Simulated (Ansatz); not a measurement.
# CH₂LiSi (doublet): what the fields show

The calculation's input:

```
crystal:
  periodic: [false, false, false]
  atoms:
    - {symbol: Li, position_ang: [0.147809, -0.119461, 0.224391]}
    - {symbol: C, position_ang: [-1.555269, -0.057683, 1.176825]}
    - {symbol: Si, position_ang: [-2.441991, 0.640934, -0.048406]}
    - {symbol: H, position_ang: [1.892882, -0.581310, -0.817138]}
    - {symbol: H, position_ang: [2.066012, 0.102006, -0.560212]}
basis:
  gaussian: {orbitals: def2-TZVPP}
magnetization: {spin_polarized: true, initial_magnetization: 1}
hamiltonian: {xc: pbe0, dispersion: d4}
output: {orbitals: {seedname: orbitals}}
```

Command:

```sh
ansatz run in.yaml --threads 2 --pin off --events-out ev --progress --plain --max-ram 4352MiB
```

Geometry: PBE0-D4/def2-TZVP; at this geometry the atoms fall into two loosely joined parts.

Computed with UKS PBE0-D4/def2-TZVPP in Ansatz 0.2.0.

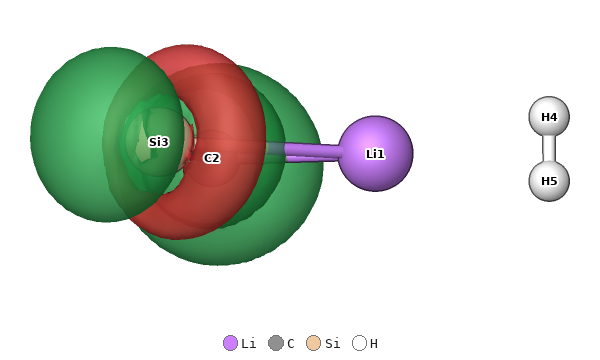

Figure 1. Isosurfaces of the spin density at +0.02 (green) and −0.02 e/Å³ (red), seen from one side.

### Describe the spin distribution.

The unpaired spin (1 electron) lies mostly on C2 (about 0.8) and Si3 (about 0.2), in electrons by Hirshfeld's partition.

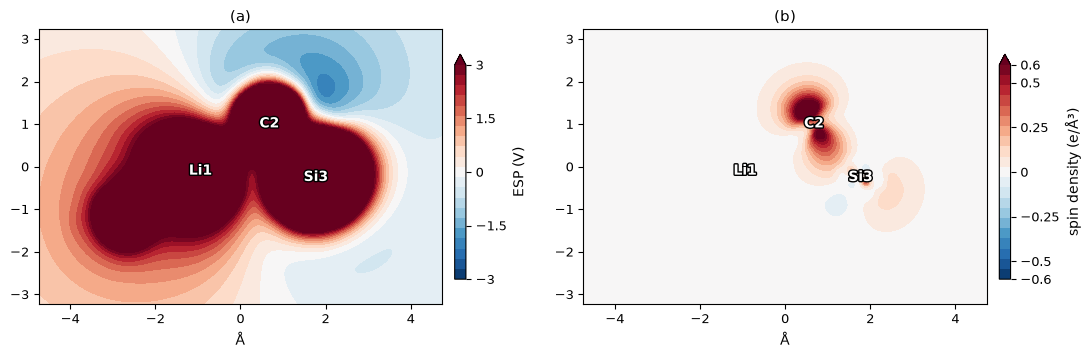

Figure 2. (a) molecular electrostatic potential; (b) spin density on the plane of atoms Li1, C2 and Si3.

### Read the bonding off the picture.

The plane passes through Li, C and Si nuclei. The unpaired spin (1 electron) lies mostly on C2 (about 0.8) and Si3 (about 0.2), in electrons by Hirshfeld's partition. Outside the dense part of the molecule the potential is most negative (−2.0 V) near C2.

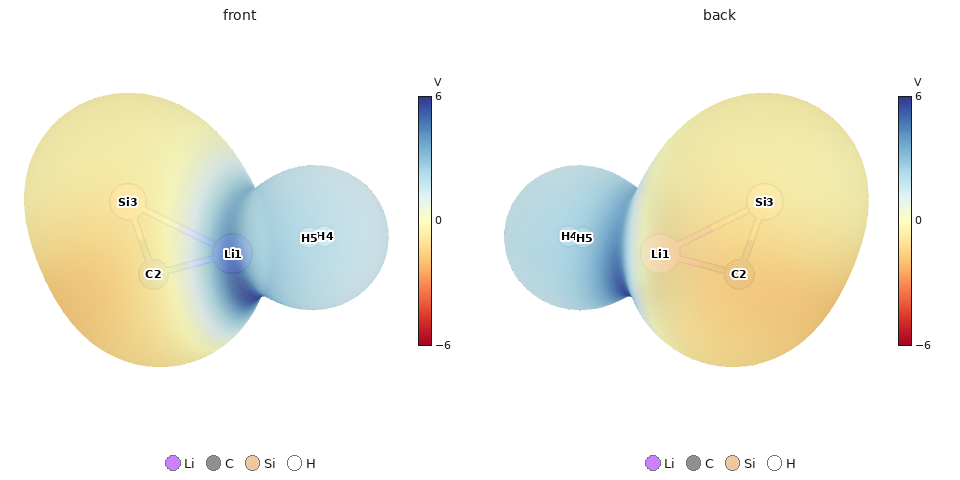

Figure 3. The molecular electrostatic potential painted on the density surface at 0.001 e/bohr³, seen from the front and from behind; red is negative and blue positive.

### Describe the electrostatic potential map.

The most negative region (about −1.6 V) lies over C2 and Si3, the most positive (about +5.5 V) over Li1.
